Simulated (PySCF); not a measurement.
# C6H8FSi (doublet): what the fields show

```xyz
16

C     3.7198    0.0456   -0.0247
C     2.3303   -0.1218    0.3298
C     1.1713   -0.2525    0.6366
Si   -0.6046   -0.4816    1.0650
C    -1.7630   -1.1613   -0.2256
C    -2.6455    0.0322   -0.2393
F    -2.9372    0.5140   -1.5071
C    -1.7744    0.9759    0.6055
H     4.2199   -0.9226   -0.0328
H     3.7994    0.4943   -1.0145
H     4.2133    0.6935    0.6994
H    -0.7589   -1.0000    2.4267
H    -1.7202   -1.8629   -1.0415
H    -3.6270   -0.1559    0.2206
H    -1.3102    1.7221   -0.0332
H    -2.3206    1.4899    1.3912
```

Geometry: GFN2-xTB.

Method: UKS B3LYP, pcH-1 on C F H Si, non-relativistic, mean-field spin-orbit, GIAO in PySCF 2.14.0, density-fitted response routines.

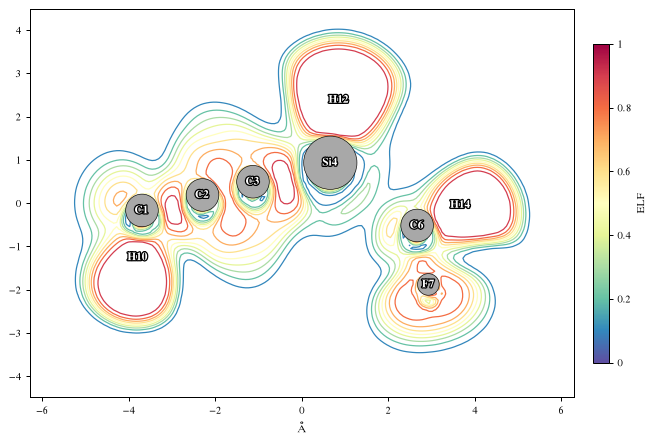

Figure 1. ELF on the plane of atoms F7, C6 and H14. Grey discs cover the atomic cores.

### Describe what can be read from this map.

Atoms in the plane: C, Si, F and H. C–C (1.21 Å): the ELF peaks at about 0.85 between the atoms (a multiple bond). C–F (1.39 Å): the ELF is about 0.55 at the midpoint and 0.05 at its lowest between the atoms. C–Si (1.84 Å): the ELF peaks at about 0.95 between the atoms: a shared electron pair. C–H (1.09 Å): the ELF climbs to about 1 towards the hydrogen, as it does in any bond to H. Si–H (1.47 Å): the ELF peaks at about 1 between the atoms: an ordinary covalent bond to hydrogen. The ELF also peaks beside F7, away from the bonds: non-bonding electrons, paired or unpaired.

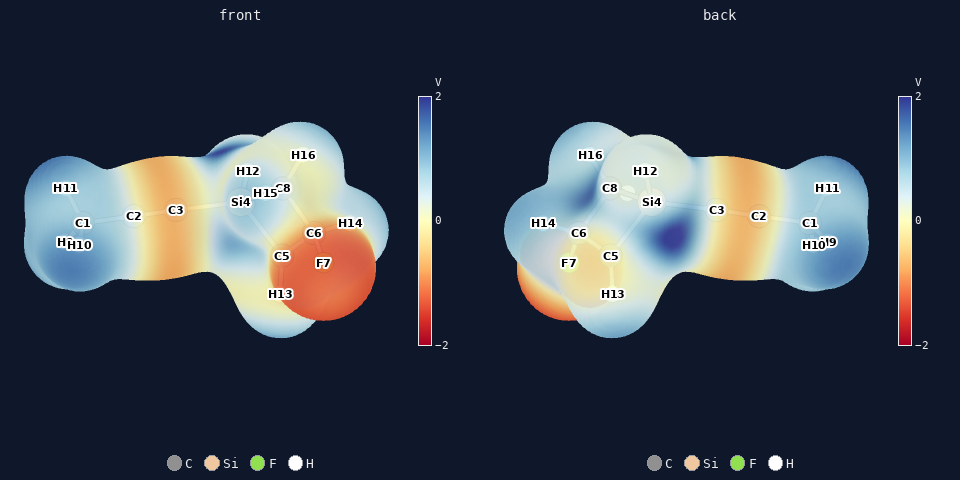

Figure 2. The molecular electrostatic potential painted on the density surface at 0.004 e/bohr³, seen from the front and from behind; the colour scale runs from red (negative) to blue (positive).

### Which sites attract a positive test charge, and which a negative one?

A positive charge is drawn to the negative regions and a negative charge to the positive ones. The most negative region (about −1.3 V, or −30 kcal/mol for a unit charge) lies over F7, the most positive (about +1.9 V, or +44 kcal/mol for a unit charge) over Si4.
